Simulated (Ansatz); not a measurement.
**[AlH3]− (SMILES [AlH3-]): UCCSDT/6-31G(d) (spherical functions)**

What is the energy change on altering one bond length of [AlH3]− at UCCSDT/6-31G* (spherical functions)? 

Program for the calculation: Ansatz 0.2.0.

### Step 1. The system as given

[AlH3]− has 4 atoms, charge -1, and is taken as a doublet. As SMILES, `[AlH3-]`. The shape comes from GFN2-xTB, which is rough for such elements, and wasn't checked as a minimum.

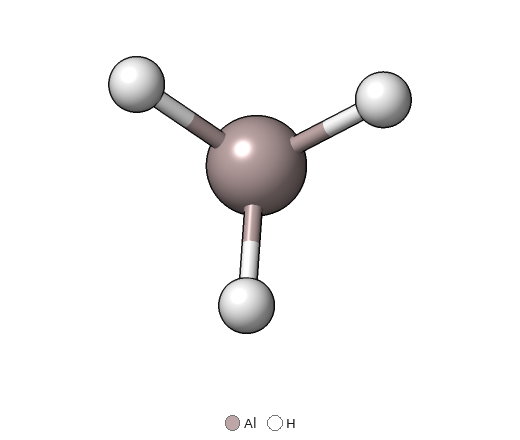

The structure, seen from a chosen angle (aluminium light grey, hydrogen white).

### Step 2. A single-point energy at UCCSDT/6-31G(d) (spherical functions)

The input, job.yaml:

```yaml
basis:
  gaussian: {orbitals: 6-31G_st_-spherical.json}
crystal:
  periodic: [false, false, false]
  atoms:
    - symbol: Al
      position_ang: [-0.161060, 0.455350, -0.307260]
    - symbol: H
      position_ang: [0.471920, 0.754070, 1.224440]
    - symbol: H
      position_ang: [-1.350110, -0.683860, 0.050500]
    - symbol: H
      position_ang: [1.039250, -0.525560, -0.967690]
scf: {omitted_lower_state_checks: [cluster_reference, increment]}
accuracy: high
correlation: {method: ccsdt, frozen_orbitals: {Al: 5, H: 0}}
magnetization: {spin_polarized: true, initial_magnetization: 1}
total_charge: -1
```

The basis set 6-31G* is read from a file made from the Basis Set Exchange's data (not shown).

Started as:

```sh
$ ansatz run job.yaml --threads 1 --pin off --max-ram 2610MiB --events-out events.jsonl --progress --plain --runs-dir runs
```

Output, cut to the lines that bear on the results:

```text
Warning: RAYON_NUM_THREADS=1 ignored (pool sized by the plan → 1); use --threads N
Functional definition: HF
  name "HF"
[...]
453 factors; integrals over basis functions are off by at most 3.8e-9 eV
[...]
mean field -6628.56299754 eV, -243.5951971581 hartree, gradient 2.3e-8 eV, S^2 0.752237; 0 other end points of the search recorded, 0 dependent functions left out
5 core orbitals not correlated: weight in the atoms' cores, before any rotation towards them, 1.000 or more for the frozen orbitals, at most 0.000 for the correlated occupied ones
reference -6628.56299754 eV, -243.5951971581 hartree; 4, 3 occupied and 15, 16 virtual orbitals, 453 factors
second order -1.56553254 eV of doubles, -0.00000000 eV of singles
cycle   1  -1.94827511 eV  change   -3.8e-1 eV  update   6.1e-2
[...]
cycle  21  -2.21212114 eV  change   2.5e-10 eV  update  3.2e-10
Total energy: -6630.77511868 eV, -243.6764911106 hartree
Checks for a lower state left out: cluster_reference, increment
```

It took 0.89 s on 1 thread of Arm Neoverse V2, shared host.

### Step 3. The distorted shape

The input, in.yaml:

```yaml
crystal:
  periodic: [false, false, false]
  atoms:
    - {symbol: Al, position_ang: [-0.319322, 0.380662, -0.690227]}
    - {symbol: H, position_ang: [0.471920, 0.754070, 1.224440]}
    - {symbol: H, position_ang: [-1.508372, -0.758548, -0.332467]}
    - {symbol: H, position_ang: [0.880988, -0.600248, -1.350657]}
basis:
  gaussian: {orbitals: 6-31G_st_-spherical.json}
total_charge: -1
magnetization: {spin_polarized: true, initial_magnetization: 1}
correlation: {method: ccsdt, frozen_orbitals: {Al: 5, H: 0}}
accuracy: high
scf: {omitted_lower_state_checks: [cluster_reference, increment]}
```

The basis set 6-31G* is read from a file made from the Basis Set Exchange's data (not shown).

Started as:

```sh
$ ansatz run in.yaml --threads 1 --pin off --max-ram 2610MiB --events-out events.jsonl --progress --plain --runs-dir runs
```

Output, cut to the lines that bear on the results:

```text
Warning: RAYON_NUM_THREADS=1 ignored (pool sized by the plan → 1); use --threads N
Functional definition: HF
  name "HF"
[...]
454 factors; integrals over basis functions are off by at most 3.6e-9 eV
[...]
mean field -6627.97892477 eV, -243.5737328797 hartree, gradient 1.7e-8 eV, S^2 0.752105; 0 other end points of the search recorded, 0 dependent functions left out
5 core orbitals not correlated: weight in the atoms' cores, before any rotation towards them, 1.000 or more for the frozen orbitals, at most 0.000 for the correlated occupied ones
reference -6627.97892477 eV, -243.5737328797 hartree; 4, 3 occupied and 15, 16 virtual orbitals, 454 factors
second order -1.55765034 eV of doubles, -0.00000000 eV of singles
cycle   1  -1.95226146 eV  change   -3.9e-1 eV  update   6.8e-2
[...]
cycle  24  -2.26760198 eV  change  -2.0e-10 eV  update  3.5e-10
Total energy: -6630.24652675 eV, -243.6570657154 hartree
Checks for a lower state left out: cluster_reference, increment
```

It took 0.95 s on 1 thread of Arm Neoverse V2, shared host.

### Step 4. What came out

Level: UCCSDT/6-31G* (spherical functions), 5 core orbitals frozen.

| quantity | value |
| --- | --- |
| first shape: total energy | -243.67649 Eh |
| first shape: correlation energy (5 core orbitals frozen) | -81.3 mEh |
| first shape: ⟨S²⟩ of the reference determinant | 0.752 |
| first shape: T1 diagnostic | 0.019 |
| distorted shape: total energy | -243.65707 Eh |
| distorted shape: correlation energy (5 core orbitals frozen) | -83.3 mEh |
| distorted shape: ⟨S²⟩ of the reference determinant | 0.752 |
| distorted shape: T1 diagnostic | 0.023 |
| energy change with the Al1–H2 bond stretched from 1.684 to 2.105 Å | 0.529 eV |

With the Al1–H2 bond stretched from 1.684 to 2.105 Å the energy rises by 0.53 eV (12.2 kcal/mol). The first shape isn't relaxed at this level, so the change isn't measured from a minimum.
